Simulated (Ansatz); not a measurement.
SiH₂Cl₂ and related structures: several calculations on one system

Part 1: Relaxation

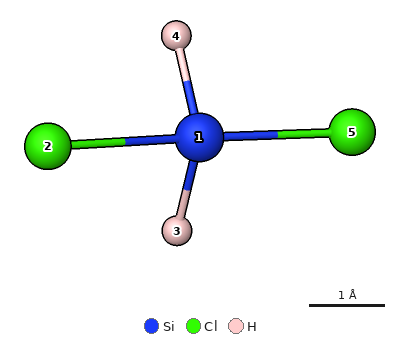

This is the input geometry for a relaxation of SiH2Cl2. A ball-and-stick model, seen at a tilt.

It is one of the separated reactants of a reaction.

Theory: RKS PBE0-D4/def2-TZVP in Ansatz 0.2.0.

The input:
```yaml
crystal:
  periodic: [false, false, false]
  atoms:
    - {symbol: Si, position_ang: [-1.145601, -0.725687, 0.139368]}
    - {symbol: Cl, position_ang: [0.786309, -1.870065, 0.631472]}
    - {symbol: H, position_ang: [-0.974888, -1.091680, -1.273407]}
    - {symbol: H, position_ang: [-1.830114, -1.463899, 1.208684]}
    - {symbol: Cl, position_ang: [-2.853714, 0.592578, -0.267489]}
basis:
  gaussian: {orbitals: def2-TZVP}
hamiltonian: {xc: pbe0, dispersion: d4}
relax: {f_tol: 0.005, max_steps: 200}
```

Run as
```bash
ansatz run in.yaml --threads 8 --pin off --events-out ev --progress --plain --max-ram 19148MiB
```

Question: Where does the relaxation end?

Answer: Over 8 geometry steps the energy falls by 52.6 kcal/mol. The largest force component goes from 2 to 0.0033 eV/Å. The largest move after the best rigid fit is that of Cl2, 0.90 Å. By element the largest moves are Cl 0.90 Å, H 0.54 Å, Si 0.34 Å. Near-neighbour distances that change, for instance: Si1–Cl2 2.299 → 2.040 Å, Si1–Cl5 2.196 → 2.040 Å, Si1–H3 1.469 → 1.475 Å. Among the angles between lasting bonds that change: Cl2–Si1–Cl5 172.9° → 110.1°, Cl2–Si1–H3 89.1° → 108.5°, H3–Si1–H4 129.0° → 112.7°.

The structure at the end:

```xyz
5

Si   -1.2718   -1.0277    0.0473
Cl    0.6545   -0.9797    0.7176
H    -1.2732   -1.5348   -1.3381
H    -2.0653   -1.8698    0.9626
Cl   -2.0621    0.8532    0.0491
```

The end point in the same view:

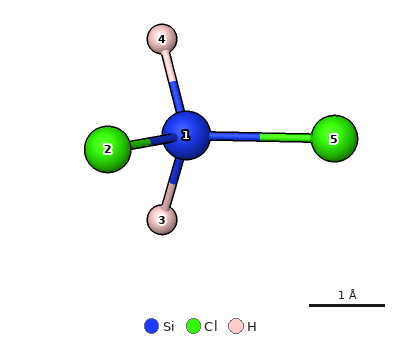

Part 2: Relaxation

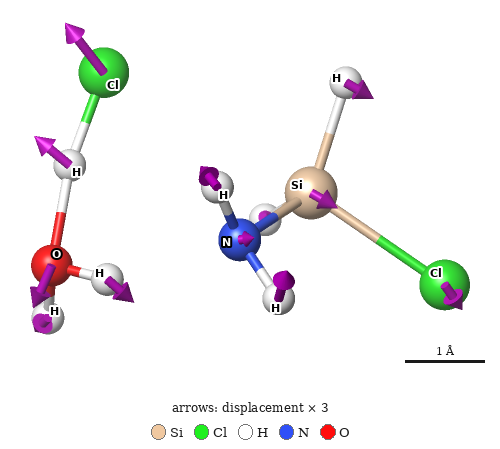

A relaxation of SiNH7OCl2 (started from a transition state, displaced along its imaginary mode). The starting structure is drawn; purple arrows show the displacements, 3 times their true length. The two geometries are superimposed by the best rigid fit.

A ball-and-stick model, seen at a tilt.

Theory: RKS PBE0-D4/def2-TZVP (Ansatz 0.2.0). Settings: force threshold 0.005 eV/Å; at most 200 steps.

Question: Describe the change and its energy.

Answer: A Cl atom moves most after the best rigid fit: 0.30 Å. By element the largest moves are Cl 0.30 Å, H 0.22 Å, O 0.21 Å, Si 0.13 Å, N 0.07 Å. Near-neighbour distances that change, for instance: Cl–Si 3.064 → 3.442 Å, H–O 1.345 → 1.618 Å, H–O 0.813 → 0.985 Å, Cl–H 1.274 → 1.341 Å. Among the angles between lasting bonds that change: H–O–H 103.1° → 107.0°, Cl–Si–N 101.9° → 105.7°, H–Si–H 115.4° → 111.7°. After 15 geometry steps the energy has fallen by 1.457 eV. The largest force component goes from 11 to 0.0046 eV/Å.

Part 3: Reaction

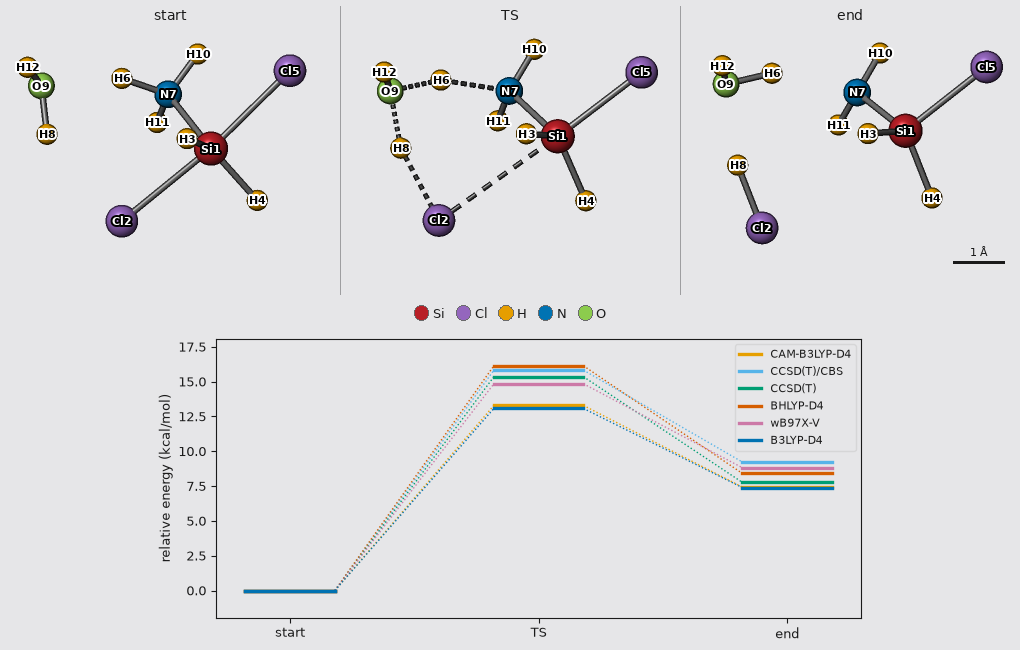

A reaction step of SiNH7OCl2, with its energy diagram. The picture is a ball-and-stick view, seen at a tilt. Dashed sticks mark bonds that form or break.

Stationary points at PBE0-D4/def2-TZVP, single-point energies with CAM-B3LYP-D4, CCSD(T)/CBS, CCSD(T), BHLYP-D4, wB97X-V, B3LYP-D4 (def2-TZVPP where no basis is named; Ansatz 0.2.0). The energies are electronic, without zero-point or thermal terms, and both ends are the minima reached downhill from the saddle, with any fragments still in contact. CCSD(T)/CBS stands for a frozen-core estimate: MP2 correlation extrapolated from def2-TZVPP and def2-QZVPP, CCSD(T) minus MP2 from the smaller set.

> What happens, and what does it cost?

Counted by bonded pieces, the start holds H₂O + SiH₅NCl₂ and the end holds HCl + H₂O + SiH₄NCl. From the start over the saddle to the end, bonds form: Cl2–H8 (2.29 → 1.61 → 1.34 Å), H6–O9 (1.76 → 1.09 → 0.98 Å). Bonds break: Si1–Cl2 (2.30 → 2.88 → 3.44 Å), H6–N7 (1.04 → 1.48 → 1.88 Å), H8–O9 (0.97 → 1.15 → 1.62 Å). The saddle has one imaginary mode, 458i cm⁻¹. With CAM-B3LYP-D4 the barrier is 13.3 kcal/mol from the start and 5.9 kcal/mol from the end, and the end lies 7.4 kcal/mol above the start.

```tsv
level	barrier from the start (kcal/mol)	barrier from the end (kcal/mol)	the end less the start (kcal/mol)
CAM-B3LYP-D4	13.3	5.9	7.4
CCSD(T)/CBS	15.8	6.6	9.2
CCSD(T)	15.4	7.6	7.8
BHLYP-D4	16.1	7.7	8.4
wB97X-V	14.9	6.0	8.8
B3LYP-D4	13.1	5.7	7.4
```

Against CCSD(T)/CBS, BHLYP-D4 comes closest on the barrier from the start (+0.3 kcal/mol) and B3LYP-D4 misses most (−2.8 kcal/mol).
